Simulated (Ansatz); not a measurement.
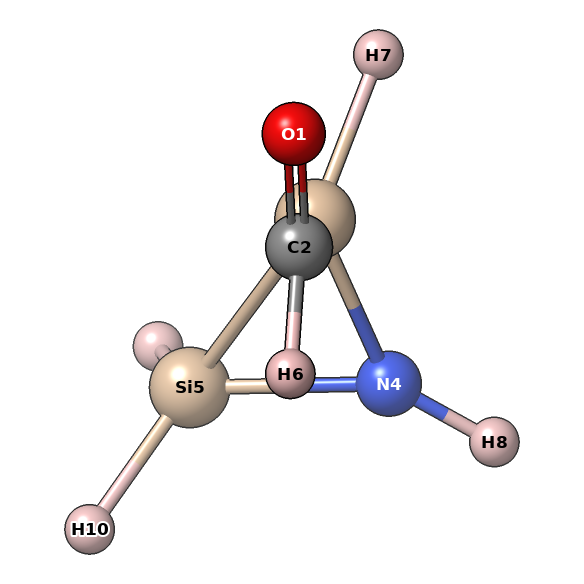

Si3 lies behind C2. The molecule seen nearly along the C2–Si3 bond, C2 in front. Distant atoms are faded towards the background colour. The computed structure is the end point of a PBE0-D4/def2-TZVP optimisation. No frequency run is at hand to confirm it as a minimum.

### What is the torsion angle O1–C2–Si3–Si5? The sign is positive where the front bond must turn clockwise to cover the back bond.

−144°, anticlinal.
